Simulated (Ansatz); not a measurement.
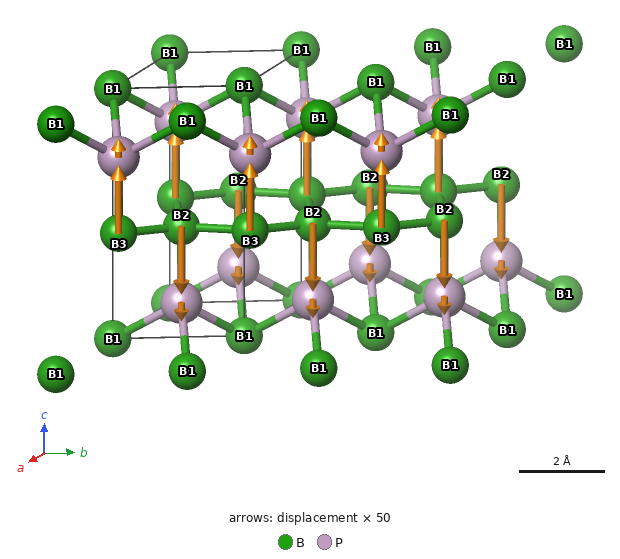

A relaxation of a crystal of B$_{3}$P$_{2}$ (built on the A-type sesquioxide_164 type). The starting structure is drawn; orange arrows show the displacements (the part carried along by the change of the cell is left out), 50 times their true length.

Style: ball-and-stick. Shown: the cell of the calculation, repeated 2 × 3 × 1 with one cell outlined, slightly off an axis.

Case: anti-A-type sesquioxide type (P-3m1, No. 164).

Method: Ansatz 0.2.0, DFT PBE, scalar-relativistic, plane waves, PAW.

Input file:
```yaml
crystal:
  lattice:
    - [3.1061765231, 0.0, 0.0]
    - [-1.5530882615, 2.6900277776, 0.0]
    - [0.0, 0.0, 6.1747092594]
  atoms:
    - { symbol: B, position: [0.0, 0.0, 0.0] }
    - { symbol: B, position: [0.3333333333, 0.6666666667, 0.4873247396] }
    - { symbol: B, position: [0.6666666667, 0.3333333333, 0.5126752604] }
    - { symbol: P, position: [0.3333333333, 0.6666666667, 0.1832014781] }
    - { symbol: P, position: [0.6666666667, 0.3333333333, 0.8167985219] }
basis:
  ecutwfc: 420
kpoints:
  mp_grid: { grid: [12, 12, 6] }
hamiltonian:
  xc: pbe
scf:
  occupations: { method: gaussian, width: 0.1 }
output:
  forces: true
  stress: true
  eigenvalues: true
relax:
  adjacent_minimum: "off"
  f_tol: 0.01
  max_steps: 80
  cell: { stress_tol: 0.05 }
```

Command:
```bash
ansatz run input.yaml --threads 1 --pin off --max-ram 2560MiB --backend cpu --events-out ev --progress --plain --runs-dir out
```

Atoms of which element are displaced furthest, and by how much?

Boron: up to 0.034 Å, against 0.009 Å for phosphorus.

What did the optimiser do to the structure, and how much energy did it gain?

Over 6 accepted moves (8 points after the start) the energy falls by 20.2 meV per cell of the calculation. Largest force component: 0.11 eV/Å at the start, 0.00012 eV/Å at the end. The pressure goes from 0.51 to 0.00 GPa. The SCF was repeated twice at an unchanged geometry on a basis and grid sized afresh for the cell, which shifted the energy by 0.5 meV per cell of the calculation at most. The largest moves relative to the cell, 0.034 Å, are those of B2 and B3. B2 goes along −c. By element the largest moves are B 0.034 Å, P 0.009 Å. The volume changes by +0.7 %, with a = b 3.106 → 3.079 Å (−0.9 %), c 6.175 → 6.325 Å (+2.4 %). Near-neighbour distances that change, for instance: B2–P4 1.878 → 1.899 Å, B2–B3 1.800 → 1.792 Å. Among the angles between lasting bonds that change: B2–B3–P5 95.0° → 97.3°. The space group stays P-3m1 (No. 164). Cost: 23 s on 1 thread of Intel(R) Xeon(R) 6975P-C (Granite Rapids) (shared host), peak memory 0.42 GiB.
